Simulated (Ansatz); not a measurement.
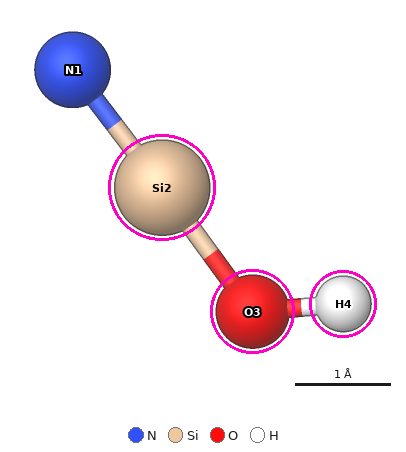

SiNHO: the H4–O3–Si2 angle is varied, with the rest of the molecule carried along rigidly. The picture shows the minimum geometry. The ringed atoms are those of the scanned coordinate. Style: ball-and-stick. Shown onto the plane of the angle.

Levels of theory: CCSD(T), PBE-D4, B3LYP-D4, r2SCAN-D4 (def2-TZVPP, Ansatz), on geometries moved rigidly from the minimum at PBE0-D4/def2-TZVP. Coupled cluster with a frozen core. Energies are counted from the PBE0-D4/def2-TZVP minimum geometry at the same level.

Input file:
```yaml
crystal:
  periodic: [false, false, false]
  atoms:
    - {symbol: N, position_ang: [-1.958422, 0.629237, 0.480590]}
    - {symbol: Si, position_ang: [-0.496398, 0.136398, 0.260879]}
    - {symbol: O, position_ang: [1.022161, -0.380684, 0.064190]}
    - {symbol: H, position_ang: [1.432668, -0.384952, -0.805649]}
basis:
  gaussian: {orbitals: def2-TZVPP}
correlation: {method: ccsd_t}
```

Predict the energy profile (the angle: 96.8, 102.8, 108.8, 114.8, 120.8, 126.8, 132.8, 138.8, 144.8°).

Answer. Energies in kJ/mol.

| angle (°) | CCSD(T) | PBE-D4 | B3LYP-D4 | r2SCAN-D4 |
| --- | --- | --- | --- | --- |
| 96.8 | 18.6 | 18.7 | 22.1 | 19.3 |
| 102.8 | 9.5 | 9.8 | 12.0 | 10.2 |
| 108.8 | 3.7 | 4.0 | 5.3 | 4.2 |
| 114.8 | 0.7 | 0.9 | 1.5 | 0.9 |
| 120.8 | 0.0 | 0.0 | 0.0 | 0.0 |
| 126.8 | 1.2 | 0.9 | 0.5 | 0.9 |
| 132.8 | 4.0 | 3.2 | 2.4 | 3.3 |
| 138.8 | 7.7 | 6.5 | 5.4 | 6.6 |
| 144.8 | 11.9 | 10.3 | 9.0 | 10.5 |

With CCSD(T): of the computed points the lowest is at the angle 120.8°, 0.0 kJ/mol. The curvature at the lowest point is about 1.8 eV/rad². At 96.8° the levels give CCSD(T) 18.6 kJ/mol, PBE-D4 18.7 kJ/mol, r2SCAN-D4 19.3 kJ/mol, B3LYP-D4 22.1 kJ/mol. Closest to CCSD(T) there is PBE-D4. At 96.8° to 144.8° the mean-field solution behind CCSD(T) isn't stable (a lower one of broken symmetry exists), so those energies are less reliable. The T1 diagnostic reaches 0.027, so the single-reference result is less sure there.
